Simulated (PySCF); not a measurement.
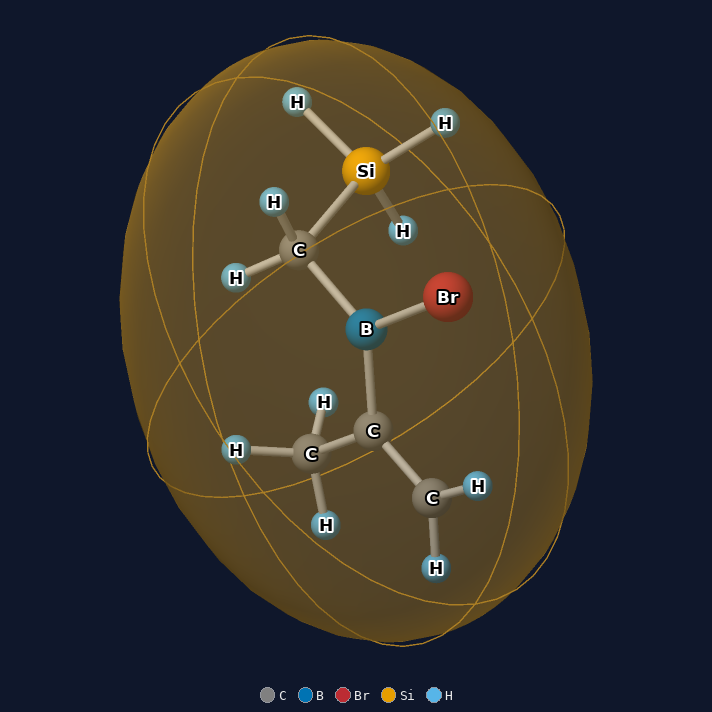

The ellipsoid shows the static dipole polarisability: its half-axes are proportional to the principal values. The computed structure is the end point of a GFN2-xTB optimisation. No frequency run is at hand to confirm it as a minimum. Level of theory: B3LYP/def2-SVPD (PySCF 2.14.0).

Question. Give the principal values, the mean and the anisotropy.

Answer. Principal values 87.6, 116.7, 132.4 bohr³; mean 112.2 bohr³ (16.63 Å³); anisotropy 39.4 bohr³, so the longest axis is 1.51 times the shortest.

The geometry is semi-empirical. Around B, Br, Si such bond lengths and angles can be off by a tenth of an ångström or more and by several degrees, and values that hang on the shape move with them.
